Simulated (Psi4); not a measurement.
**AlH3 (SMILES [AlH3]): PBE0/def2-TZVPPD**

Aim: the vertical singlet–triplet gap of AlH3 at PBE0/def2-TZVPPD, from 2 runs. 

The results are computed with Psi4 1.11.

17 further runs of the same task are left out: 14 that didn't finish, 3 set aside as unsound or not needed.

## Step 1: The molecule

AlH3: 4 atoms, total charge 0, spin state singlet. SMILES: `[AlH3]`. Geometry: relaxed at PBE0-D4/def2-TZVP.

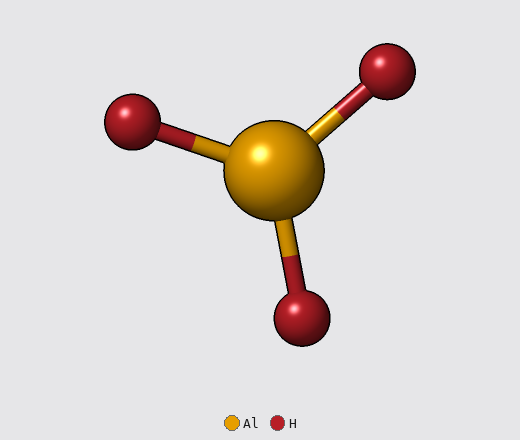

Viewed from a chosen angle; aluminium amber, hydrogen red.

## Step 2: Energy and gradient at PBE0/def2-TZVPPD

job.in

```
memory 2200 mb

molecule {
  0 1
  Al     0.02588925    -0.02796795    -0.00963760
  H      1.19657458     1.26781726     2.42565245
  H     -2.53374479    -1.57225214     0.19861022
  H      1.41616076     0.21864131    -2.65298651
  units au
  symmetry c1
  no_reorient
  no_com
}

set globals {
  basis                def2-TZVPPD
  puream               true
  e_convergence        1e-09
  d_convergence        1e-08
  scf_type             pk
  dft_radial_points    99
  dft_spherical_points 590
}

energy_value, wavefunction = gradient("pbe0", return_wfn=True)
oeprop(wavefunction, "DIPOLE", "WIBERG_LOWDIN_INDICES", "MAYER_INDICES", title="PBE0")
print_variables()
```

Command:

```console
$ psi4 job.in job.out -n 1
```

job.out:

```text
[...]
  Running in c1 symmetry.
[...]
  Nuclear repulsion =   13.592190812029287
[...]
  Multiplicity = 1
[...]
  Nalpha       = 8
  Nbeta        = 8
[...]
    Number of basis functions: 99
[...]
   @RKS iter   1:  -244.05713978083790   -4.23905e-01   2.33292e-03 ADIIS/DIIS
[...]
   @RKS iter   7:  -244.07931023565885   -1.16501e-10   3.62339e-09 DIIS
[...]
    Orbital Energies [Eh]
    ---------------------
    Doubly Occupied:
       1A    -56.149356     2A     -4.181374     3A     -2.716774
       4A     -2.707664     5A     -2.707663     6A     -0.433304
       7A     -0.315084     8A     -0.315073
[...]
  @RKS Final Energy:  -244.07931023565885
   => Energetics <=
    Nuclear Repulsion Energy =             13.5921908120292869
    One-Electron Energy =                -365.7822743424256942
    Two-Electron Energy =                 122.9282023088155285
    DFT Exchange-Correlation Energy =     -14.8174290140779856
    Empirical Dispersion Energy =           0.0000000000000000
    VV10 Nonlocal Energy =                  0.0000000000000000
    Total Energy =                       -244.0793102356588804
[...]
  -Total Gradient:
     Atom            X                  Y                   Z
    ------   -----------------  -----------------  -----------------
       1       -0.000034002738     0.000028026607     0.000010258006
       2        0.000085419323     0.000075834063     0.000164039082
       3       -0.000157848181    -0.000110478811     0.000014076143
       4        0.000106622463     0.000006762795    -0.000188258532
[...]
 Multipole Moments:
 ------------------------------------------------------------------------------------
     Multipole            Electronic (a.u.)      Nuclear  (a.u.)        Total (a.u.)
 ------------------------------------------------------------------------------------
 L = 1.  Multiply by 2.5417464519 to convert [e a0] to [Debye]
 Dipole X            :         -0.4159778            0.4155508           -0.0004270
 Dipole Y            :          0.4499720           -0.4493769            0.0005950
 Dipole Z            :          0.1539677           -0.1540126           -0.0000449
 Magnitude           :                                                    0.0007338
[...]
```

It took 17 s on 1 thread of Intel Xeon Platinum 8259CL at 2.50GHz (Skylake/Cascade Lake), shared host; peak memory 0.99 GiB.

## Step 3: The triplet: the energy at UPBE0/def2-TZVPPD

run.py

```python
import psi4

psi4.set_memory('2200 MB')
psi4.set_num_threads(1)
psi4.core.set_output_file('run.log', False)

m = psi4.geometry("""
0 3
Al     0.02588925    -0.02796795    -0.00963760
H      1.19657458     1.26781726     2.42565245
H     -2.53374479    -1.57225214     0.19861022
H      1.41616076     0.21864131    -2.65298651
units au
symmetry c1
""")

options = {'reference': 'uks', 'puream': True, 'e_convergence': 1e-09, 'd_convergence': 1e-08, 'scf_type': 'pk', 'dft_radial_points': 99, 'dft_spherical_points': 590, 'maxiter': 100}
psi4.set_options(options)

energy_value, wavefunction = psi4.energy('pbe0/def2-TZVPPD', molecule=m, return_wfn=True)
psi4.oeprop(wavefunction, 'MAYER_INDICES', 'QUADRUPOLE', 'MULLIKEN_CHARGES', title='PBE0')
print('E =', round(energy_value, 9))
```

Command:

```console
$ python run.py
```

run.log, shortened:

```text
[...]
  Running in c1 symmetry.
[...]
  Nuclear repulsion =   13.592190812029287
[...]
  Multiplicity = 3
[...]
  Nalpha       = 9
  Nbeta        = 7
[...]
    Number of basis functions: 99
[...]
   @UKS iter   1:  -243.87287896722040   -2.39644e-01   2.48274e-03 DIIS/ADIIS
[...]
   @UKS iter  15:  -243.90187498780497   -2.64095e-10   4.57151e-09 DIIS
[...]
   @S^2 Observed:                2.005748005E+00
[...]
  @UKS Final Energy:  -243.90187498780497
   => Energetics <=
    Nuclear Repulsion Energy =             13.5921908120292869
    One-Electron Energy =                -365.3626466558345101
    Two-Electron Energy =                 122.6234103364495951
    DFT Exchange-Correlation Energy =     -14.7548294804493594
    Empirical Dispersion Energy =           0.0000000000000000
    VV10 Nonlocal Energy =                  0.0000000000000000
    Total Energy =                       -243.9018749878050016
[...]
 Multipole Moments:
 ------------------------------------------------------------------------------------
     Multipole            Electronic (a.u.)      Nuclear  (a.u.)        Total (a.u.)
 ------------------------------------------------------------------------------------
 L = 1.  Multiply by 2.5417464519 to convert [e a0] to [Debye]
 Dipole X            :          0.2347615            0.0006119            0.2353734
 Dipole Y            :          0.0420247           -0.0008742            0.0411506
 Dipole Z            :         -0.4468280            0.0000874           -0.4467406
 Magnitude           :                                                    0.5066272
 L = 2.  Multiply by 1.3450342976 to convert [e a0^2] to [Debye ang]
 Quadrupole XX       :        -22.7223727            9.8550853          -12.8672873
 Quadrupole XY       :         -5.0908071            5.8126131            0.7218060
[...]
  Mulliken Charges: (a.u.)
   Center  Symbol    Alpha    Beta     Spin     Total
       1    AL     6.99395  5.94284  1.05112  0.06321
       2     H     0.61839  0.45533  0.16306 -0.07372
       3     H     0.61839  0.45533  0.16306 -0.07372
       4     H     0.76927  0.14650  0.62277  0.08423
   Total alpha =  9.00000, Total beta =  7.00000, Total charge =  0.00000
  Mayer Bond Indices:
  Total Bond Index:
  Irrep: 1 Size: 4 x 4
[...]
```

Standard output:

```text
E = -243.901874988
```

It took 25 s on 1 thread of Intel Xeon Platinum 8259CL at 2.50GHz (Skylake/Cascade Lake), shared host; peak memory 0.99 GiB.

## Step 4: What came out

At PBE0/def2-TZVPPD:

| quantity | value |
| --- | --- |
| singlet: total energy | -244.07931 Eh |
| singlet: dipole moment | 0.00 D |
| singlet: HOMO energy | -8.57 eV |
| singlet: LUMO energy | -1.75 eV |
| singlet: HOMO–LUMO gap | 6.82 eV |
| singlet: largest force on an atom | 0.011 eV/Å |
| triplet: total energy | -243.90187 Eh |
| triplet: dipole moment | 1.29 D |
| triplet: HOMO energy (highest over α and β) | -4.24 eV |
| triplet: ⟨S²⟩ | 2.006 |
| vertical energy of the triplet above the singlet | 4.828 eV |

In words: At this shape the triplet lies 4.83 eV (111 kcal/mol) above the singlet. Mulliken charges (triplet) run from -0.07 on H2 to +0.08 on H4; in a basis this large or diffuse they mean little.
